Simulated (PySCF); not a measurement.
# C₅H₈Si: geometry, spin-spin couplings

Aim: predict the spin-spin couplings of C₅H₈Si (`C#CC[SiH]1CC1`).

The runs use PySCF 2.14.0, with density-fitted response routines of our own; the level of theory stands in each step. All values are computed, except where a source is named. Atoms are numbered from 0 throughout.

### 1 The starting structure

14 atoms, charge 0, multiplicity 1; geometry from: GFN2-xTB. The atoms were then displaced at random by about 0.01 Å, so the start is not that level's minimum.

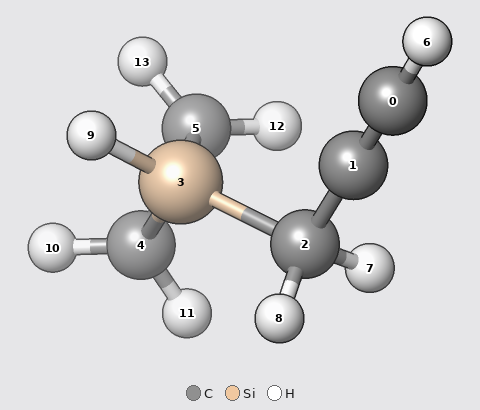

The starting geometry (carbon grey, silicon light orange, hydrogen white), atoms numbered.

### 2 Optimising the geometry at PBE0-D3(BJ)/def2-SVP

Job settings and geometry (Å):

```
{"job": {"xc": "PBE0", "basis": "def2-SVP", "d3": "d3bj", "grid": 1, "shake": 0.01, "kind": "geom"}, "charge": 0, "multiplicity": 1}
C      3.244280     0.904740     0.313550
C      2.299810     0.158820     0.275860
C      1.169600    -0.752480     0.252000
Si    -0.348190     0.051280     0.981090
C     -2.043560    -0.670420     0.440380
C     -1.703900     0.699120    -0.195150
H      4.044950     1.591910     0.325160
H      1.018280    -1.062330    -0.772510
H      1.456790    -1.633170     0.856540
H     -0.244490     0.642710     2.313740
H     -2.884870    -0.658880     1.144430
H     -2.093670    -1.503250    -0.220040
H     -1.575660     0.693710    -1.272830
H     -2.346560     1.523160     0.110060
```

Started as:

```sh
$ OMP_NUM_THREADS=1 python probes_run.py task.json out
```

One launch serves the whole session: the jobs run in the order shown.

The log of the run:

```text
step   0  E = -484.14199768  max force = 0.040342
step   1  E = -484.14747400  max force = 0.007610
step   2  E = -484.14783197  max force = 0.001227
step   3  E = -484.14786459  max force = 0.000808
step   4  E = -484.14787581  max force = 0.000522
step   5  E = -484.14787746  max force = 0.000232
optimisation converged
```

Run time: 40 s. Hardware: 1 thread of Arm Neoverse V1, shared host; peak memory 0.49 GiB.

The steps of the relaxation:

```
step  energy from step 0 (eV)  largest force component (eV/Å)
   0                   0.0000                          2.0745
   1                  -0.1490                          0.3913
   2                  -0.1588                          0.0631
   3                  -0.1596                          0.0415
   4                  -0.1600                          0.0268
   5                  -0.1600                          0.0119
```

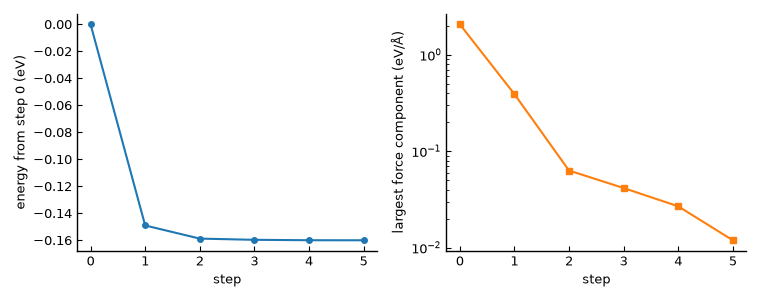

Energy and force, step by step.

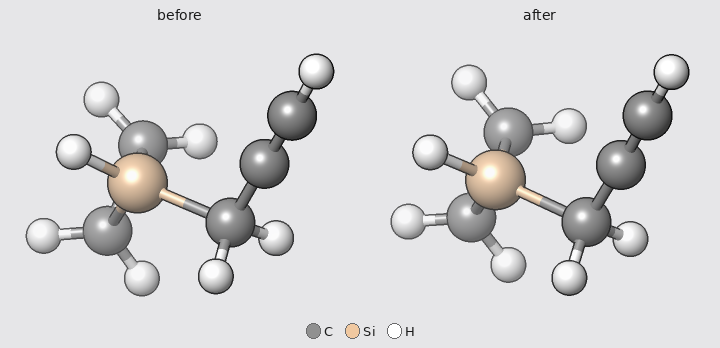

Before and after, at one scale.

Close pairs (by a distance rule), those that changed most:

```
  bond  before (Å)  after (Å)  change (Å)
Si3–C4       1.920      1.857      -0.064
Si3–C5       1.908      1.853      -0.055
C4–H11       1.064      1.096      +0.032
C2–Si3       1.866      1.891      +0.026
 C2–H7       1.081      1.103      +0.022
Si3–H9       1.462      1.484      +0.022
 C0–H6       1.055      1.074      +0.019
C5–H12       1.085      1.096      +0.011
```

The end geometry stands in the next job.

```
                         at the end point                value
  point group (found at 0.08 Å tolerance)                   C1
rotational constants (GHz, main isotopes)  8.163, 1.454, 1.380
                        dipole moment (D)                 0.61
```

### 3 Spin-spin couplings: B3LYP/6-31G*

Job settings and geometry (Å):

```
{"job": {"kind": "j", "xc": "B3LYP", "basis": "6-31G*"}, "charge": 0, "multiplicity": 1}
C      3.221294     0.812908     0.405701
C      2.286067     0.043896     0.355456
C      1.135043    -0.838329     0.322159
Si    -0.427026     0.006541     0.973043
C     -2.075966    -0.553690     0.329735
C     -1.590294     0.803495    -0.229122
H      4.056570     1.486466     0.448679
H      0.922285    -1.169951    -0.708578
H      1.328309    -1.749133     0.914702
H     -0.311419     0.539940     2.352531
H     -2.952982    -0.528109     0.986154
H     -2.120976    -1.385609    -0.382774
H     -1.324139     0.828393    -1.292144
H     -2.157764     1.690109     0.074608
```

With the program's defaults for keys left out, this is: B3LYP/6-31G* indirect spin-spin coupling, non-relativistic, gas phase.

The log of the run:

```text
coarse grid: 12016 points
cycle   1  E = -484.6959873517  dE =  6.266e-01  |g| = 5.558e-01  |ddm| = 3.623e+00
cycle   2  E = -484.6375012578  dE =  5.849e-02  |g| = 7.045e-01  |ddm| = 1.363e+00
cycle   3  E = -484.7790712601  dE = -1.416e-01  |g| = 1.217e-01  |ddm| = 8.658e-01
cycle   4  E = -484.7827718503  dE = -3.701e-03  |g| = 5.122e-02  |ddm| = 1.669e-01
cycle   5  E = -484.7832668565  dE = -4.950e-04  |g| = 2.644e-02  |ddm| = 6.142e-02
cycle   6  E = -484.7834498218  dE = -1.830e-04  |g| = 3.248e-03  |ddm| = 2.485e-02
cycle   7  E = -484.7834526356  dE = -2.814e-06  |g| = 8.686e-04  |ddm| = 4.439e-03
final grid: 110944 points
cycle   8  E = -484.7252325749  dE = -1.083e-05  |g| = 5.393e-03  |ddm| = 2.503e-02
cycle   9  E = -484.7252274421  dE =  5.133e-06  |g| = 6.952e-03  |ddm| = 1.180e-02
cycle  10  E = -484.7252404512  dE = -1.301e-05  |g| = 8.478e-04  |ddm| = 7.033e-03
cycle  11  E = -484.7252406408  dE = -1.895e-07  |g| = 2.495e-04  |ddm| = 9.627e-04
cycle  12  E = -484.7252406533  dE = -1.251e-08  |g| = 1.222e-04  |ddm| = 3.185e-04
cycle  13  E = -484.7252406572  dE = -3.863e-09  |g| = 2.263e-05  |ddm| = 1.214e-04
cycle  14  E = -484.7252406573  dE = -1.320e-10  |g| = 5.534e-06  |ddm| = 2.810e-05
converged SCF energy = -484.7252406573

Indirect spin-spin couplings (Hz)
  i      j    bonds     total        FC       PSO       DSO        SD
  0 C    1 C    1    188.035   182.354     5.593     0.089         -
  0 C    2 C    2      9.143     9.485    -0.205    -0.136         -
  0 C    3 Si   3     -6.968    -6.888     0.113     0.030    -0.224
  0 C    4 C    4      0.739     0.776     0.025    -0.063         -
  0 C    5 C    4     -0.173    -0.155     0.014    -0.032         -
  0 C    6 H    1    239.386   240.021    -1.162     0.528         -
  0 C    7 H    3      7.975     7.899     0.500    -0.424         -
  0 C    8 H    3      7.965     7.879     0.515    -0.430         -
  1 C    2 C    1     77.799    79.047    -1.475     0.227         -
  1 C    3 Si   2      7.740     7.532     0.023    -0.025     0.209
  1 C    4 C    3      3.510     3.567     0.001    -0.058         -
  1 C    5 C    3      0.506     0.525    -0.003    -0.016         -
  1 C    6 H    2     35.853    33.148     3.838    -1.132         -
  1 C    7 H    2    -12.375   -12.263    -0.034    -0.078         -
  1 C    8 H    2    -12.061   -11.948    -0.026    -0.087         -
  1 C    9 H    3     -0.297    -0.321    -0.004     0.028         -
  1 C   10 H    4      0.515     0.651     0.131    -0.267         -
  1 C   11 H    4     -0.482    -0.409     0.082    -0.155         -
  1 C   12 H    4      0.189     0.168    -0.003     0.023         -
  2 C    3 Si   1    -67.450   -67.218     0.987    -0.101    -1.119
  2 C    4 C    2      1.671     1.724    -0.021    -0.031         -
  2 C    5 C    2      0.070     0.115    -0.011    -0.034         -
  2 C    6 H    3      4.173     4.307     0.323    -0.457         -
  2 C    7 H    1    151.281   149.199     1.159     0.923         -
  2 C    8 H    1    152.130   150.060     1.175     0.896         -
  2 C    9 H    2     12.564    12.795     0.001    -0.233         -
  2 C   10 H    3      0.835     1.047     0.136    -0.348         -
  2 C   11 H    3      1.493     1.458    -0.002     0.037         -
  2 C   12 H    3      1.826     1.815    -0.017     0.028         -
  2 C   13 H    3      0.358     0.580     0.138    -0.359         -
  3 Si   4 C    1    -30.397   -32.102     1.167    -0.080     0.618
  3 Si   5 C    1    -34.488   -36.250     1.208    -0.081     0.635
  3 Si   6 H    4      3.785     3.652    -0.054     0.148     0.039
  3 Si   7 H    2      9.746     9.775     0.054     0.036    -0.119
  3 Si   8 H    2      9.455     9.408     0.128     0.056    -0.136
  3 Si   9 H    1   -229.581  -229.578     0.683    -0.325    -0.362
  3 Si  10 H    2      4.272     4.066    -0.087     0.200     0.094
  3 Si  11 H    2      4.151     3.882    -0.041     0.192     0.118
  3 Si  12 H    2      4.789     4.530    -0.033     0.187     0.105
  3 Si  13 H    2      4.697     4.478    -0.084     0.197     0.106
  4 C    5 C    1     18.434    18.478    -0.235     0.191         -
  4 C    6 H    5     -0.399    -0.272     0.090    -0.216         -
  4 C    7 H    3     -0.051    -0.124     0.026     0.048         -
  4 C    8 H    3      0.643     0.753     0.038    -0.148         -
  4 C    9 H    2      2.071     2.300     0.143    -0.371         -
  4 C   10 H    1    162.579   160.866     0.897     0.815         -
  4 C   11 H    1    162.507   160.752     0.923     0.832         -
  4 C   12 H    2     -2.997    -3.077     0.315    -0.235         -
  4 C   13 H    2     -2.870    -2.948     0.324    -0.246         -
  5 C    7 H    3      0.709     0.636     0.023     0.050         -
  5 C    8 H    3      5.054     5.304     0.133    -0.384         -
  5 C    9 H    2      1.973     2.199     0.142    -0.368         -
  5 C   10 H    2     -2.956    -3.037     0.326    -0.245         -
  5 C   11 H    2     -3.035    -3.115     0.312    -0.233         -
  5 C   12 H    1    163.452   161.713     0.900     0.840         -
  5 C   13 H    1    162.961   161.252     0.886     0.823         -
  6 H    7 H    4     -4.838    -4.214     0.842    -1.466         -
  6 H    8 H    4     -4.810    -4.187     0.859    -1.483         -
  6 H    9 H    5     -0.280    -0.008     0.233    -0.505         -
  6 H   10 H    6     -0.448    -0.045     0.388    -0.791         -
  6 H   11 H    6     -0.332     0.038     0.370    -0.740         -
  6 H   12 H    6     -0.305    -0.069     0.190    -0.426         -
  6 H   13 H    6     -0.282     0.001     0.247    -0.530         -
  7 H    8 H    2    -19.407   -18.960     1.359    -1.806         -
  7 H    9 H    3      4.866     6.403     0.793    -2.330         -
  7 H   10 H    4     -0.604    -0.026     0.640    -1.218         -
  7 H   11 H    4      0.536     0.080    -0.594     1.050         -
  7 H   12 H    4      0.420    -0.047    -0.610     1.078         -
  7 H   13 H    4     -0.531     0.052     0.639    -1.222         -
  8 H    9 H    3     -0.868    -0.396     0.099    -0.571         -
  8 H   10 H    4     -0.513     0.020     0.439    -0.973         -
  8 H   12 H    4     -1.093    -0.529     0.577    -1.141         -
  8 H   13 H    4      0.250     1.100     0.761    -1.611         -
  9 H   10 H    3      2.200     2.555     0.068    -0.423         -
  9 H   11 H    3     -0.274     1.163     0.819    -2.257         -
  9 H   12 H    3     -0.340     1.095     0.812    -2.247         -
  9 H   13 H    3      2.347     2.692     0.057    -0.401         -
 10 H   11 H    2    -13.296   -12.452     1.681    -2.525         -
 10 H   12 H    3      6.659     7.607     1.435    -2.383         -
 10 H   13 H    3     12.801    12.840     0.105    -0.143         -
 11 H   12 H    3     12.902    12.916     0.051    -0.066         -
 11 H   13 H    3      6.610     7.558     1.435    -2.383         -
 12 H   13 H    2    -13.263   -12.421     1.670    -2.512         -
```

It took 14 s on 1 thread of Arm Neoverse V1, shared host; peak memory 0.59 GiB.

The basis is not made for couplings: without tight functions at the nuclei these values are rough.

Couplings of 1 Hz or more over one to four bonds, nine at most for each number, with means over like pairs (isotopes 13C, 1H, 29Si):

```
   pair  bonds  J (Hz)  Fermi contact (Hz)  dihedral (°)
  C0–H6      1   239.4               240.0             –
 Si3–H9      1  -229.6              -229.6             –
  C0–C1      1   188.0               182.4             –
 C4–H11      1   163.0               161.2             –
 C4–H10      1   162.8               161.1             –
  C2–H7      1   151.7               149.6             –
  C1–C2      1    77.8                79.0             –
 C2–Si3      1   -67.5               -67.2             –
 Si3–C4      1   -32.4               -34.2             –
  C1–H6      2    35.9                33.1             –
  H7–H8      2   -19.4               -19.0             –
H10–H11      2   -13.3               -12.4             –
  C2–H9      2    12.6                12.8             –
  C1–H7      2   -12.2               -12.1             –
 Si3–H7      2     9.6                 9.6             –
  C0–C2      2     9.1                 9.5             –
 C1–Si3      2     7.7                 7.5             –
Si3–H10      2     4.5                 4.3             –
H11–H12      3    12.9                12.9             0
H10–H13      3    12.8                12.8             0
  C0–H7      3     8.0                 7.9             –
 C0–Si3      3    -7.0                -6.9             –
H10–H12      3     6.6                 7.6          -136
  C2–H6      3     4.2                 4.3             –
  C4–H7      3     2.5                 2.6             –
 H9–H10      3     2.3                 2.6            -3
  C1–C4      3     2.0                 2.0             –
  H6–H7      4    -4.8                -4.2             –
 Si3–H6      4     3.8                 3.7             –
```

Means hide unlike values in this fixed geometry: C4–H7 from -0.1 to 5.1 Hz. They hold only if the pairs exchange fast.

The spin-dipole term was solved for some atoms only; pairs without it lack that part.

### 4 Results

| quantity | value |
| --- | --- |
| point group | C1 |
| rotational constants (main isotopes) | 8.16, 1.45, 1.38 GHz |
| largest coupling of the table (B3LYP/6-31G*) | 1J(C,H) C0–H6, 239.4 Hz |

What this shows: The start of the PBE0/def2-SVP relaxation was shaken at random by about 0.01 Å, so part of the energy gained, and of the first lengths quoted, undoes that. The optimisation took 5 steps and gained 0.160 eV; among the close pairs (by a distance rule), Si3–C4 changed most, from 1.920 to 1.857 Å. In the run at B3LYP/6-31G*, the largest coupling of the table is C0–H6, 239.4 Hz, of which the Fermi-contact term gives 240.0 Hz. Couplings across rotatable bonds belong to this one conformer; where others are populated, the observed values are averages. Couplings from bases without tight functions are rough.
